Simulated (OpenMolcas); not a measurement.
## Geometry relaxation, with input and output: BH2Br (part 4 of 4)

The same run, continued: BH2Br; CASSCF/ANO-S-VDZP (OpenMolcas 26.06). The geometry comes from this level: GFN2-xTB.

Geometry of the input (Å):
```
B  0.0910  0.1509  -0.0004
H  1.2598  0.1091  0.0153
H  -0.4901  1.1658  -0.0191
Br -0.8607  -1.4257  0.0043
```

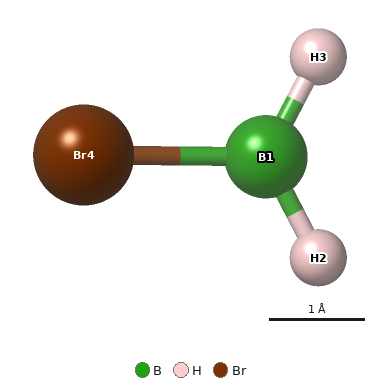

The geometry at step 2 of the log (ball-and-stick view, seen on its broad side; atoms are numbered from 1 in the order of the input).

### Output, continued
```
                                         RASSCF iterations: Energy and convergence statistics
                                         ----------------------------------------------------

          iter iter root      energy       change     param      element    value   shift minimum  type update hh:mm:ss
 Nr of preliminary CI iterations:   1
      Total energies have been shifted. Add                -2000.00 au
        1   1    5    1  -598.32573430    0.00E+00   3.66E-05   21  30 1 -7.17E-05   0.05   0.00    SX    NO    0:00:00
        2   1    4    1  -598.32573432   -1.72E-08* -1.97E-05   16  22 1 -1.90E-05   0.05   0.00    SX    NO    0:00:00
        3   1    4    1  -598.32573432   -1.56E-09   8.98E-06   19  27 1  8.04E-06   0.05   0.00    SX    NO    0:00:00
        4   1    3    1  -598.32573432   -2.64E-10  -4.80E-06   19  23 1 -3.15E-06   0.05   0.00    SX    NO    0:00:00
      Convergence after  4 iterations
        5   1    3    1  -598.32573432    2.64E-11  -4.80E-06   19  23 1 -2.21E-06   0.05   0.00    SX    NO    0:00:00

      ************************************************************************************************************************
                                                      Wave function printout:
                       occupation of active orbitals, and spin coupling of open shells (u,d: Spin up or down)
      ************************************************************************************************************************

      Note: transformation to natural orbitals
      has been made, which may change the order of the CSFs.

      printout of CI-coefficients larger than  0.05 for root  1
      energy=   -2598.325734
      conf/sym  11     Coeff  Weight
             1  20   0.99499 0.99000
             3  02  -0.09998 0.01000

      Natural orbitals and occupation numbers for root  1
      sym 1:   1.980008   0.019992

      ************************************************************************************************************************
      *                                                    Final results                                                     *
      ************************************************************************************************************************

++    Final optimization conditions:
      ------------------------------

      Average CI energy                           -2598.32573432
      RASSCF energy for state  1                  -2598.32573432
      Super-CI energy                                -0.00000000
      RASSCF energy change                            0.00000000
      Max change in MO coefficients              -1.318E-05
      Max non-diagonal density matrix element    -4.801E-06
      Maximum BLB matrix element                 -2.209E-06
      (orbital pair  19,  23 in symmetry   1)
      Norm of electronic gradient            3.900E-06
--

      Final state energy(ies):
      ------------------------

::    RASSCF root number  1 Total energy:  -2598.32573432
      Von Neumann Entropy (Root   1) =  0.08077

      Mulliken population analysis for root number:  1
      -----------------------------------------------

++    Molecular charges:
      ------------------

      Mulliken charges per centre
      ---------------------------

                B1      H2      H3      BR4
      Total    5.2360  0.8477  0.8477 35.0685

      N-E     -0.2360  0.1523  0.1523 -0.0685

      Total electronic charge=   42.000000

      Total            charge=   -0.000000
--

      Expectation values of various properties for root number:  1
      -----------------------------------------------------------

++    Molecular properties:
      ---------------------

      Charge (e):
                      =   -0.0000
      Dipole Moment (debye):
      Origin of the operator (angstrom)=   -0.7480   -1.2389    0.0037
                   X=  6.1882E-01               Y=  1.0249E+00               Z= -3.0300E-03           Total=  1.1972E+00
      Quadrupole Moment (debye*angstrom):
      Origin of the operator (angstrom)=   -0.7480   -1.2389    0.0037
                  XX= -2.5949E+01              XY=  1.4820E+00              XZ= -2.2180E-02              YY= -2.4389E+01
                  YZ=  7.5796E-03              ZZ= -2.5482E+01
      In traceless form (debye*angstrom)
                  XX= -1.0132E+00              XY=  2.2230E+00              XZ= -3.3270E-02              YY=  1.3267E+00
                  YZ=  1.1369E-02              ZZ= -3.1352E-01
--

      LoProp population analysis for root number:  1
      -----------------------------------------------

++    LoProp analysis:
      ----------------

++    Static properties:
      ------------------

      LoProp Charges per center

                   B1       H2       H3       BR4
      Nuclear      5.0000   1.0000   1.0000  35.0000
      Electronic  -4.9008  -1.0136  -1.0136 -35.0720

      Total        0.0992  -0.0136  -0.0136  -0.0720
--

      Natural Bond Order analysis for root number:  1

++    Natural Bond Order analysis
      ---------------------------
      Based on LoProp computed density
      -------------------------------------------------------------------------------------
      Atom A       Atom B       Bond Order
        B1           H3             0.780
      -------------------------------------------------------------------------------------
      NBO located      1.560 electrons involved in    1 bonds.
      NBO located      0.995 non-bonded electrons on atom B1
      NBO located      0.981 non-bonded electrons on atom BR4
      NBO located      0.998 non-bonded electrons on atom BR4
      NBO located      1.000 non-bonded electrons on atom BR4
      NBO located      1.000 non-bonded electrons on atom BR4
      NBO located      1.000 non-bonded electrons on atom BR4
      NBO located      1.000 non-bonded electrons on atom BR4
      NBO located      1.000 non-bonded electrons on atom BR4
      NBO located      1.000 non-bonded electrons on atom BR4
      NBO located      1.000 non-bonded electrons on atom BR4
      NBO located      1.000 non-bonded electrons on atom BR4
      NBO located      1.000 non-bonded electrons on atom BR4
      NBO located      1.000 non-bonded electrons on atom BR4
      NBO located      1.000 non-bonded electrons on atom BR4
      NBO located      1.000 non-bonded electrons on atom BR4
      NBO located      1.000 non-bonded electrons on atom BR4
      The remaining    4.662 electrons are to be considered as diffuse
--

--

      Average orbitals are written to the RASORB file
      Natural orbitals for root   1 are written to the RASORB.1 file
      Spin density orbitals for root   1 are written to the SPDORB.1 file

--- Stop Module: last_energy /rc=_RC_ALL_IS_WELL_ ---
--- Module last_energy spent 1 second ---

>>> END DO

.##################.
.# Happy landing! #.
.##################.

    Timing: Wall=19.99 User=17.26 System=2.66
```

### Trajectory as extended XYZ (Å, eV, eV/Å), 5 frames, from step=0 to step=4
```
4
Properties=species:S:1:pos:R:3:forces:R:3 step=0 energy=-70703.91729
B     0.0910    0.1509   -0.0004    0.9823   1.6238  -0.0050
H     1.2598    0.1091    0.0153    0.5746  -0.1002   0.0087
H    -0.4901    1.1658   -0.0191   -0.3574   0.4621  -0.0096
Br   -0.8607   -1.4257    0.0043   -1.1994  -1.9857   0.0059
4
Properties=species:S:1:pos:R:3:forces:R:3 step=1 energy=-70703.99775
B     0.0961    0.1593   -0.0005    0.7020   1.1613  -0.0038
H     1.2801    0.1071    0.0156    0.1168  -0.0604   0.0023
H    -0.5013    1.1828   -0.0195   -0.1085   0.0749  -0.0021
Br   -0.8749   -1.4492    0.0043   -0.7104  -1.1758   0.0036
4
Properties=species:S:1:pos:R:3:forces:R:3 step=2 energy=-70704.04184
B     0.1066    0.1766   -0.0005    0.2187   0.3623  -0.0014
H     1.3012    0.1047    0.0159   -0.2238   0.0039  -0.0028
H    -0.5133    1.2002   -0.0198    0.1076  -0.1967   0.0037
Br   -0.8945   -1.4815    0.0044   -0.1025  -0.1695   0.0006
4
Properties=species:S:1:pos:R:3:forces:R:3 step=3 energy=-70704.04464
B     0.1092    0.1809   -0.0005    0.0788   0.1305  -0.0007
H     1.2986    0.1058    0.0158   -0.1034   0.0004  -0.0012
H    -0.5111    1.1984   -0.0197    0.0485  -0.0916   0.0017
Br   -0.8966   -1.4851    0.0045   -0.0238  -0.0393   0.0002
4
Properties=species:S:1:pos:R:3:forces:R:3 step=4 energy=-70704.04515
B     0.1106    0.1832   -0.0005   -0.0011  -0.0020  -0.0003
H     1.2959    0.1064    0.0158   -0.0021  -0.0032   0.0001
H    -0.5093    1.1963   -0.0197   -0.0019  -0.0034   0.0001
Br   -0.8971   -1.4859    0.0045    0.0052   0.0087   0.0000
```

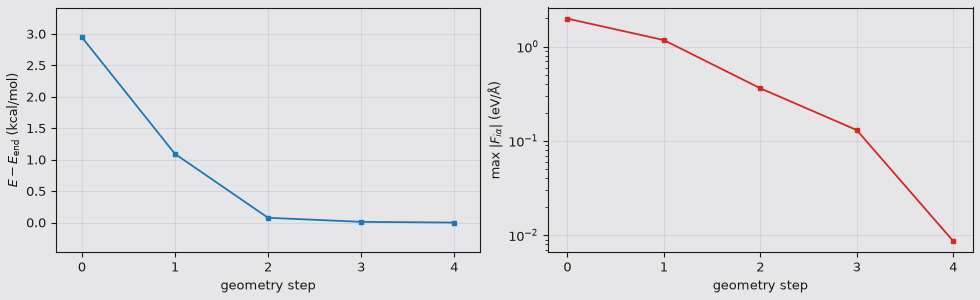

Progress of the relaxation, step by step (steps are counted from 0).

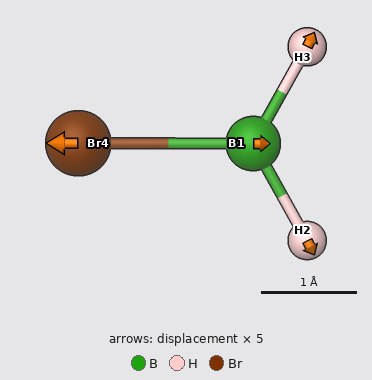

The starting structure with the displacements as orange arrows, magnified 5 times (ball-and-stick view, seen at a tilt). The two geometries are laid on each other by the best rigid fit. Br4 moves most after the best rigid fit: 0.070 Å. By element the largest moves are Br 0.070 Å, B 0.038 Å, H 0.036 Å. Distances before and after: B1–Br4 1.842 → 1.950 Å, B1–H2 1.170 → 1.188 Å. Among the angles that change: H2–B1–H3 121.9° → 125.2°. After 4 geometry steps the energy has fallen by 2.95 kcal/mol. Largest force component: 2 eV/Å at the start, 0.0087 eV/Å at the end. (Atoms are counted from 1 in the order of the input.)

### Summary

```json
{"quantity": "outcome", "value": "converged"}
{"quantity": "total energy", "value": "−2598.325734 hartree"}
{"quantity": "CASSCF energy", "value": "−2598.325734 hartree"}
{"quantity": "basis functions", "value": "51"}
{"quantity": "wall time", "value": "20 s"}
{"quantity": "peak memory", "value": "0.14 GiB"}
```
